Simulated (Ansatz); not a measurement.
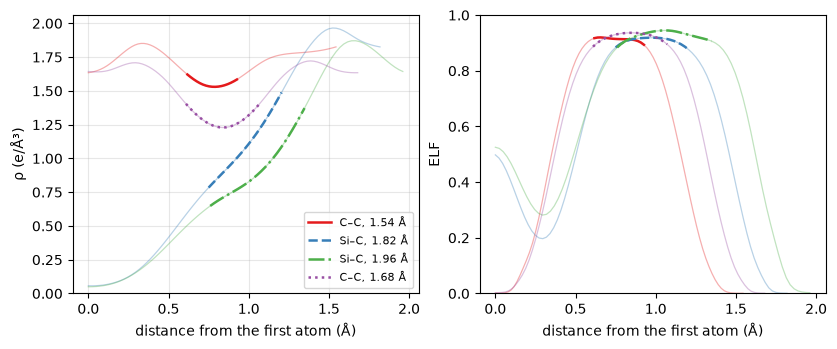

Figure 1: Si2C3. Valence charge density (pseudo) and electron localisation function along straight lines between neighbouring atoms. Thin, pale parts lie inside the atomic spheres.

Space group P-6m2; a structure generated by program, which may or may not match a known phase.

Computed with DFT PBE, scalar-relativistic, plane waves, PAW (Ansatz).

The density is the valence pseudo-density of a PAW calculation; it isn't the true density close to the nuclei.

Input

```
crystal:
  lattice:
    - [2.7820284501, 0.0, 0.0]
    - [-1.3910142251, 2.4093073118, 0.0]
    - [0.0, 0.0, 13.8632594794]
  atoms:
    - { symbol: Si, position: [0.3333333333, 0.6666666667, 0.0] }
    - { symbol: Si, position: [0.3333333333, 0.6666666667, 0.3508765767] }
    - { symbol: Si, position: [0.3333333333, 0.6666666667, 0.6491234233] }
    - { symbol: Si, position: [0.6666666667, 0.3333333333, 0.5] }
    - { symbol: C, position: [0.3333333333, 0.6666666667, 0.1413894293] }
    - { symbol: C, position: [0.3333333333, 0.6666666667, 0.8586105707] }
    - { symbol: C, position: [0.6666666667, 0.3333333333, 0.1780477555] }
    - { symbol: C, position: [0.6666666667, 0.3333333333, 0.2895163148] }
    - { symbol: C, position: [0.6666666667, 0.3333333333, 0.7104836852] }
    - { symbol: C, position: [0.6666666667, 0.3333333333, 0.8219522445] }
basis:
  ecutwfc: 420
kpoints:
  mp_grid: { grid: [18, 18, 4] }
hamiltonian:
  xc: pbe
scf:
  occupations: { method: gaussian, width: 0.1 }
output:
  forces: true
  stress: true
  eigenvalues: true
  write_density: true
  write_potential: true
  elf: true
  volumetric_format: npy
relax:
  adjacent_minimum: "off"
  f_tol: 0.01
  max_steps: 80
  cell: { stress_tol: 0.05 }
```

Run with:

```sh
ansatz run input.yaml --threads 1 --pin off --max-ram 2560MiB --backend cpu --events-out ev --progress --plain --runs-dir out
```

Below, planes, directions and counts refer to the conventional cell (a = 2.77 Å, b = 2.77 Å, c = 13.91 Å, α = 90.00°, β = 90.00°, γ = 120.00°).

The fields are those of the run's last geometry, not of the input's.

### Compare the contacts.

C–C (1.54 Å): ρ at the midpoint is about 1.5 e/Å³; the ELF peaks at about 0.90 between the atoms.
Si–C (1.82 Å): ρ at the midpoint is about 0.98 e/Å³; the ELF peaks at about 0.90 between the atoms.
Si–C (1.96 Å): the density is about 0.81 e/Å³ at the midpoint; the ELF peaks at about 0.95 between the atoms.
C–C (1.68 Å): ρ is about 1.2 e/Å³ halfway; the ELF peaks at about 0.95 between the atoms.
